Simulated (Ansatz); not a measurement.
Response to strain in Cu2O

The parent structure is Cu$_{2}$O (space group Pn-3m, No. 224; a = 4.298 Å).

Strains are applied to the cell and any free atomic positions relax.

Computed with PBE in Ansatz (plane waves to 420 eV, PAW, spin-orbit coupling left out).

Notes on the quantities. energy relative to the base: free energy F.

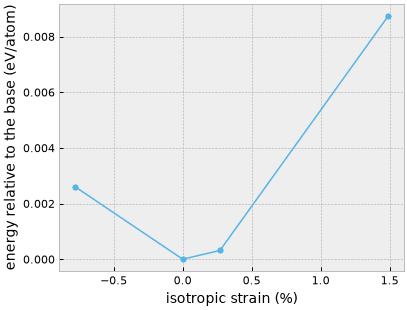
Energy relative to the base against isotropic strain

Problem. From the plot, what is the energy relative to the base for isotropic strain +1.49 %?

Solution. About 0.0087 eV/atom.

Problem. Is the trend monotonic over the range shown?

Solution. No, it turns within the range, spanning 0 meV/atom to +8.7 meV/atom.

No phonon test of stability was made. No Hubbard U is applied. All final runs are without spin polarisation.

Ansatz is a program for electronic structure.
